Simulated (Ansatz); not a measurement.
**CHAlB (quartet): from Hartree-Fock to the top rungs at a displaced geometry (v2), cc-pVDZ**

How much of the correlation energy of CHAlB (quartet) does each wave-function method recover here?

Computed with Ansatz 0.2.0, Gaussian basis. Level: cc-pVDZ, core rule «outside noble gas», up to 7 orbitals frozen.

To be run: UHF; CCSD(T) on ROHF; CCSD(T) on UHF; BCCD(T) on ROHF; CISD as a restricted active space (open shells left free, so some higher excitations enter); CCSDT(Q) on ROHF; CCSDT(Q) on UHF.

21 further runs of the same task are left out: 11 that didn't finish, 10 set aside as unsound or not needed. Runs told in other sessions of the task aren't counted.

## 1. What is computed

The geometry is a PBE0/def2-TZVP stationary point (not a proven minimum) with its atoms shifted at random (size 0.100 Å).

4 atoms, charge 0, spin multiplicity 4.

Atoms are counted from 1 here; the program's logs count them from 0.

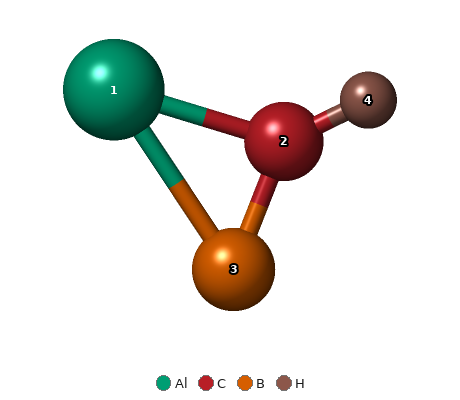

The geometry (aluminium teal, carbon red, boron orange, hydrogen brown); atoms are numbered from 1 in the order of the file.

In the tables R marks a restricted open-shell determinant and U an unrestricted one; energies count from the table's Hartree-Fock row.

## 2. UHF

Contents of in.yaml:

```yaml
crystal:
  periodic: [false, false, false]
  atoms:
    - {symbol: Al, position_ang: [0.057852, 0.020884, 0.915538]}
    - {symbol: C, position_ang: [-0.107022, 0.578112, -0.867367]}
    - {symbol: B, position_ang: [-0.030401, -0.829699, -1.195023]}
    - {symbol: H, position_ang: [0.052707, 1.451324, -1.354792]}
basis:
  gaussian: {orbitals: cc-pVDZ}
magnetization: {spin_polarized: true, initial_magnetization: 3}
hamiltonian: {xc: hf}
output: {orbitals: {seedname: orbitals}}
```

On the command line:

```bash
$ ansatz run in.yaml --threads 1 --pin off --events-out ev --progress --plain --max-ram 2393MiB
```

Log:

```text
Functional definition: HF
  name "HF"
  cite "Fock, Z. Phys. 61, 126 (1930) doi:10.1007/BF01340294"
  parent pbe
  exchange = exact_x
  correlation = 0
490 factors; integrals over basis functions are off by at most 1.0e-3 eV
mean field evaluation 1: about -8292.3942 eV, gradient 2.0e1 eV
mean field evaluation 2: about -8292.5199 eV, gradient 2.0e1 eV
mean field evaluation 4: about -8295.6610 eV, gradient 3.4e0 eV
mean field evaluation 8: about -8296.0040 eV, gradient 6.6e-1 eV
mean field evaluation 16: about -8296.0788 eV, gradient 6.0e-4 eV
mean field evaluation 32: about -8296.0734 eV, gradient 2.1e-1 eV
mean field evaluation 64: about -8289.6491 eV, gradient 5.1e0 eV
mean field evaluation 96: about -8295.3567 eV, gradient 1.9e0 eV
mean field evaluation 128: about -8295.2142 eV, gradient 8.7e-1 eV
mean field -8296.07879163 eV, -304.8752723082 hartree, gradient 2.0e-5 eV, S^2 3.835438; 1 other end points of the search recorded, 0 dependent functions left out
reference -8296.07879163 eV, -304.8752723082 hartree; 14, 11 occupied and 37, 40 virtual orbitals, 490 factors
Total energy: -8296.07879163 eV, -304.8752723082 hartree
```

Wall time 1.1 s (1 thread of Intel Xeon at 2.60GHz, shared host).

From the report: ⟨S²⟩ of the determinant 3.835 (pure quartet: 3.75).

## 3. CCSD(T) on ROHF

Changes to in.yaml since step 2:

```diff
@@ -9,4 +9,3 @@
   gaussian: {orbitals: cc-pVDZ}
-magnetization: {spin_polarized: true, initial_magnetization: 3}
-hamiltonian: {xc: hf}
-output: {orbitals: {seedname: orbitals}}
+magnetization: {spin_polarized: false, initial_magnetization: 3}
+correlation: {method: ccsd_t, electrons: outside_noble_gas}
```

The command is unchanged.

Log, shortened:

```text
Functional definition: HF
  name "HF"
  cite "Fock, Z. Phys. 61, 126 (1930) doi:10.1007/BF01340294"
  parent pbe
[...]
490 factors; integrals over basis functions are off by at most 1.0e-3 eV
[...]
mean field -8295.91346555 eV, -304.8691966867 hartree, gradient 3.1e-6 eV, S^2 3.750000; 3 other end points of the search recorded, 0 dependent functions left out
[...]
7 core orbitals not correlated: weight in the atoms' cores, before any rotation towards them, 1.000 or more for the frozen orbitals, at most 0.000 for the correlated occupied ones
reference -8295.91346555 eV, -304.8691966867 hartree; 7, 4 occupied and 37, 40 virtual orbitals, 490 factors
second order -6.15435558 eV of doubles, -0.06850369 eV of singles
cycle   1  -6.46132872 eV  change   -2.4e-1 eV  update   8.7e-2
[...]
cycle  15  -6.80578314 eV  change   -7.6e-6 eV  update   1.3e-5
perturbative correction -0.37874440 eV, -0.0139186001 hartree
Total energy: -8303.09799309 eV, -305.1332232042 hartree
```

Run time: 4 s. Hardware: 1 thread of Intel Xeon at 2.60GHz, shared host.

From the report: correlation -7.1845 eV; T1 0.035; largest double amplitude 0.06.

## 4. CCSD(T) on UHF

Changes to in.yaml since step 3:

```diff
@@ -9,3 +9,3 @@
   gaussian: {orbitals: cc-pVDZ}
-magnetization: {spin_polarized: false, initial_magnetization: 3}
+magnetization: {spin_polarized: true, initial_magnetization: 3}
 correlation: {method: ccsd_t, electrons: outside_noble_gas}
```

Launched as before.

Log, shortened:

```text
Functional definition: HF
  name "HF"
  cite "Fock, Z. Phys. 61, 126 (1930) doi:10.1007/BF01340294"
  parent pbe
[...]
490 factors; integrals over basis functions are off by at most 1.0e-3 eV
[...]
mean field -8296.07879163 eV, -304.8752723082 hartree, gradient 2.7e-6 eV, S^2 3.835437; 12 other end points of the search recorded, 0 dependent functions left out
determinant -8296.07879163 eV, -304.8752723082 hartree, with singles and doubles -8302.71874739 eV, -305.1192861816 hartree
determinant -8295.29005673 eV, -304.8462868352 hartree, with singles and doubles -8301.61379026 eV, -305.0786797563 hartree
determinant -8294.88426987 eV, -304.8313744431 hartree, with singles and doubles -8301.48415875 eV, -305.0739158860 hartree
determinant -8294.55370154 eV, -304.8192262812 hartree, with singles and doubles -8300.94980291 eV, -305.0542786710 hartree
determinant -8294.10641593 eV, -304.8027888380 hartree, with singles and doubles -8300.30686834 eV, -305.0306512614 hartree
determinant -8293.71441545 eV, -304.7883830862 hartree, with singles and doubles -8299.73392965 eV, -305.0095961528 hartree
7 core orbitals not correlated: weight in the atoms' cores, before any rotation towards them, 1.000 or more for the frozen orbitals, at most 0.000 for the correlated occupied ones
reference -8296.07879163 eV, -304.8752723082 hartree; 7, 4 occupied and 37, 40 virtual orbitals, 490 factors
second order -5.99785637 eV of doubles, -0.00000000 eV of singles
cycle   1  -6.64059927 eV  change   -6.4e-4 eV  update   2.8e-3
[...]
cycle  11  -6.64309970 eV  change    6.5e-7 eV  update   8.2e-6
perturbative correction -0.36922500 eV, -0.0135687687 hartree
Total energy: -8303.09111633 eV, -305.1329704880 hartree
```

It took 6 s on 1 thread of Intel Xeon at 2.60GHz, shared host.

From the report: ⟨S²⟩ of the determinant 3.835 (pure quartet: 3.75); correlation -7.0123 eV; T1 0.037; largest double amplitude 0.06.

## 5. BCCD(T) on ROHF

Changes to in.yaml since step 4:

```diff
@@ -9,3 +9,3 @@
   gaussian: {orbitals: cc-pVDZ}
-magnetization: {spin_polarized: true, initial_magnetization: 3}
-correlation: {method: ccsd_t, electrons: outside_noble_gas}
+magnetization: {spin_polarized: false, initial_magnetization: 3}
+correlation: {method: bccd_t, electrons: outside_noble_gas}
```

Launched as before.

Log, shortened:

```text
Functional definition: HF
  name "HF"
  cite "Fock, Z. Phys. 61, 126 (1930) doi:10.1007/BF01340294"
  parent pbe
[...]
490 factors; integrals over basis functions are off by at most 1.0e-3 eV
[...]
mean field -8295.91346555 eV, -304.8691966867 hartree, gradient 3.1e-6 eV, S^2 3.750000; 3 other end points of the search recorded, 0 dependent functions left out
[...]
7 core orbitals not correlated: weight in the atoms' cores, before any rotation towards them, 1.000 or more for the frozen orbitals, at most 0.000 for the correlated occupied ones
reference -8295.91346555 eV, -304.8691966867 hartree; 7, 4 occupied and 37, 40 virtual orbitals, 490 factors
second order -6.15435558 eV of doubles, -0.06850369 eV of singles
cycle   1  -6.50181161 eV  change   -2.8e-1 eV  update   8.7e-2
[...]
cycle  17  -6.78944136 eV  change   -1.1e-6 eV  update   7.9e-6
perturbative correction -0.39357549 eV, -0.0144636324 hartree
Total energy: -8303.09648240 eV, -305.1331676872 hartree
```

Wall time 4.7 s (1 thread of Intel Xeon at 2.60GHz, shared host).

From the report: correlation -7.1830 eV; largest double amplitude 0.06.

## 6. CISD as a restricted active space (open shells left free, so some higher excitations enter)

Changes to in.yaml since step 5:

```diff
@@ -10,2 +10,2 @@
 magnetization: {spin_polarized: false, initial_magnetization: 3}
-correlation: {method: bccd_t, electrons: outside_noble_gas}
+correlation: {active_space: {ras: {orbitals: [4, 3, 37], electrons: 11, max_holes: 2, max_particles: 2}, fixed_orbitals: true}}
```

Launched as before.

Log:

```text
Functional definition: HF
  name "HF"
  cite "Fock, Z. Phys. 61, 126 (1930) doi:10.1007/BF01340294"
  parent pbe
  exchange = exact_x
  correlation = 0
490 factors; integrals over basis functions are off by at most 1.0e-3 eV
mean field evaluation 1: about -8292.7343 eV, gradient 2.3e1 eV
mean field evaluation 2: about -8292.8508 eV, gradient 2.3e1 eV
mean field evaluation 4: about -8295.5587 eV, gradient 5.0e0 eV
mean field evaluation 8: about -8295.8934 eV, gradient 7.2e-1 eV
mean field evaluation 16: about -8295.9135 eV, gradient 1.4e-4 eV
mean field evaluation 32: about -8291.9620 eV, gradient 1.4e1 eV
mean field -8295.91346555 eV, -304.8691966867 hartree, gradient 3.1e-6 eV, S^2 3.750000; 3 other end points of the search recorded, 0 dependent functions left out
reference -8295.91346555 eV, -304.8691966867 hartree; 14, 11 occupied and 37, 40 virtual orbitals, 490 factors
state -8302.16464582 eV, -305.0989233248 hartree
Total energy: -8302.16464582 eV, -305.0989233248 hartree
```

Wall time 9.5 s (1 thread of Intel Xeon at 2.60GHz, shared host).

From the report: 292,294 determinants.

## 7. CCSDT(Q) on ROHF

Changes to in.yaml since step 6:

```diff
@@ -10,2 +10,2 @@
 magnetization: {spin_polarized: false, initial_magnetization: 3}
-correlation: {active_space: {ras: {orbitals: [4, 3, 37], electrons: 11, max_holes: 2, max_particles: 2}, fixed_orbitals: true}}
+correlation: {method: ccsdt_q, electrons: outside_noble_gas}
```

Same command.

Log, shortened:

```text
Functional definition: HF
  name "HF"
  cite "Fock, Z. Phys. 61, 126 (1930) doi:10.1007/BF01340294"
  parent pbe
[...]
972 factors; integrals over basis functions are off by at most 1.5e-7 eV
[...]
mean field -8295.91353027 eV, -304.8691990651 hartree, gradient 2.9e-6 eV, S^2 3.750000; 3 other end points of the search recorded, 0 dependent functions left out
[...]
7 core orbitals not correlated: weight in the atoms' cores, before any rotation towards them, 1.000 or more for the frozen orbitals, at most 0.000 for the correlated occupied ones
reference -8295.91353027 eV, -304.8691990651 hartree; 7, 4 occupied and 37, 40 virtual orbitals, 972 factors
second order -6.15436660 eV of doubles, -0.06850378 eV of singles
cycle   1  -6.46132026 eV  change   -2.4e-1 eV  update   1.1e-1
[...]
cycle  26  -7.21980874 eV  change   -7.1e-8 eV  update   1.2e-6
perturbative correction -0.03448394 eV, -0.0012672614 hartree
Total energy: -8303.16782294 eV, -305.1357894038 hartree
```

Run time: 72 s. Hardware: 1 thread of Intel Xeon at 2.60GHz, shared host; peak memory 0.64 GiB.

From the report: correlation -7.2543 eV; T1 0.037; largest double amplitude 0.08.

## 8. CCSDT(Q) on UHF

Changes to in.yaml since step 7:

```diff
@@ -9,3 +9,3 @@
   gaussian: {orbitals: cc-pVDZ}
-magnetization: {spin_polarized: false, initial_magnetization: 3}
+magnetization: {spin_polarized: true, initial_magnetization: 3}
 correlation: {method: ccsdt_q, electrons: outside_noble_gas}
```

The command is unchanged.

Log, shortened:

```text
Functional definition: HF
  name "HF"
  cite "Fock, Z. Phys. 61, 126 (1930) doi:10.1007/BF01340294"
  parent pbe
[...]
972 factors; integrals over basis functions are off by at most 1.5e-7 eV
[...]
mean field -8296.07885674 eV, -304.8752747010 hartree, gradient 2.3e-6 eV, S^2 3.835438; 12 other end points of the search recorded, 0 dependent functions left out
determinant -8296.07885674 eV, -304.8752747010 hartree, with singles and doubles -8302.71880459 eV, -305.1192882836 hartree
determinant -8295.29012020 eV, -304.8462891678 hartree, with singles and doubles -8301.61390769 eV, -305.0786840714 hartree
determinant -8294.88433124 eV, -304.8313766987 hartree, with singles and doubles -8301.48427523 eV, -305.0739201665 hartree
determinant -8294.55377285 eV, -304.8192289018 hartree, with singles and doubles -8300.94975656 eV, -305.0542769679 hartree
determinant -8294.10648401 eV, -304.8027913400 hartree, with singles and doubles -8300.30692620 eV, -305.0306533876 hartree
determinant -8293.71447693 eV, -304.7883853457 hartree, with singles and doubles -8299.73398268 eV, -305.0095981016 hartree
7 core orbitals not correlated: weight in the atoms' cores, before any rotation towards them, 1.000 or more for the frozen orbitals, at most 0.000 for the correlated occupied ones
reference -8296.07885674 eV, -304.8752747010 hartree; 7, 4 occupied and 37, 40 virtual orbitals, 972 factors
second order -5.99786546 eV of doubles, -0.00000000 eV of singles
cycle   1  -6.26890141 eV  change   -2.7e-1 eV  update   1.0e-1
[...]
cycle  28  -7.05524643 eV  change    1.5e-7 eV  update   7.9e-7
perturbative correction -0.03756230 eV, -0.0013803891 hartree
Total energy: -8303.17166547 eV, -305.1359306141 hartree
```

It took 73 s on 1 thread of Intel Xeon at 2.60GHz, shared host; peak memory 0.55 GiB.

From the report: ⟨S²⟩ of the determinant 3.835 (pure quartet: 3.75); correlation -7.0928 eV; T1 0.041; largest double amplitude 0.08.

## 9. All levels against the top one

The yardstick is UCCSDT(Q), where the cluster series has nearly closed. Rows without a time are mean-field rows or come out of runs for another level: lower rungs of the coupled-cluster runs, or the Hartree-Fock search.

Differences are taken before rounding.

| method | energy from the lowest ROHF (kcal/mol) | from UCCSDT(Q) (kcal/mol) | time |
| --- | --- | --- | --- |
| ROHF | 0.00 | +167.38 |  |
| UHF | -3.81 | +163.57 |  |
| RMP2 | -143.50 | +23.88 |  |
| UMP2 | -142.13 | +25.25 |  |
| CISD | -144.16 | +23.22 | 9.5 s |
| RCCSD | -156.95 | +10.43 |  |
| UCCSD | -157.01 | +10.37 |  |
| RCCSD(T) | -165.68 | +1.70 | 4 s |
| UCCSD(T) | -165.52 | +1.86 | 6 s |
| BCCD(T) | -165.64 | +1.73 | 4.7 s |
| RCCSDT | -166.49 | +0.88 |  |
| UCCSDT | -166.51 | +0.87 |  |
| RCCSDT(Q) | -167.29 | +0.09 | 72 s |
| UCCSDT(Q) | -167.38 | 0 | 73 s |

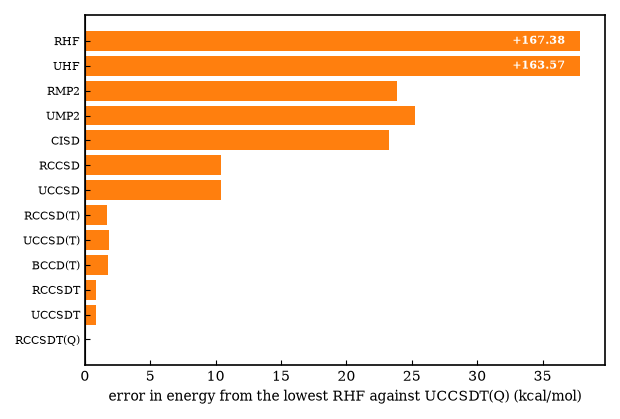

Deviations from UCCSDT(Q), method by method. Bars with a number in them are cut short.

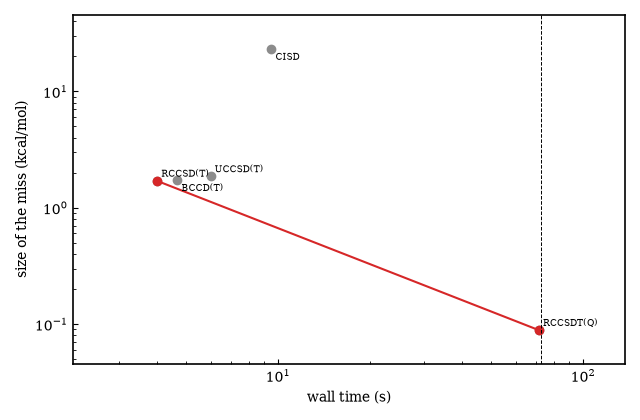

Accuracy for the time spent; red marks the levels that beat every quicker one drawn (of those quicker than the yardstick), and the dashed line is the time of UCCSDT(Q). Times are from a shared host.

## 10. Outcome

| quantity | value |
| --- | --- |
| UCCSDT(Q) from the ROHF energy | -7.2582 eV |
| RMP2 from UCCSDT(Q) | +23.88 kcal/mol |
| UMP2 from UCCSDT(Q) | +25.25 kcal/mol |
| RCCSD from UCCSDT(Q) | +10.43 kcal/mol |
| RCCSD(T) from UCCSDT(Q) | +1.70 kcal/mol |
| UCCSD(T) from UCCSDT(Q) | +1.86 kcal/mol |
| RCCSDT(Q) from UCCSDT(Q) | +0.09 kcal/mol |
| levels within 1 kcal/mol (43 meV) | RCCSDT, UCCSDT, RCCSDT(Q) |
| T1 diagnostic | 0.035 |

In words: RCCSD(T) lands +1.70 kcal/mol from the yardstick (1.0 % of the correlation energy). These misses are within one basis, not against nature; the frozen cores of restricted and unrestricted runs differ, which can shift their rows.

With open shells the CI space here admits some higher excitations, so it is larger than plain CISD.

RCCSDT(Q) reaches 0.09 kcal/mol from the reference in 72 s, where UCCSDT(Q) took 73 s; the quickest level in the cost chart, RCCSD(T), takes 4 s and misses by 1.70 kcal/mol.
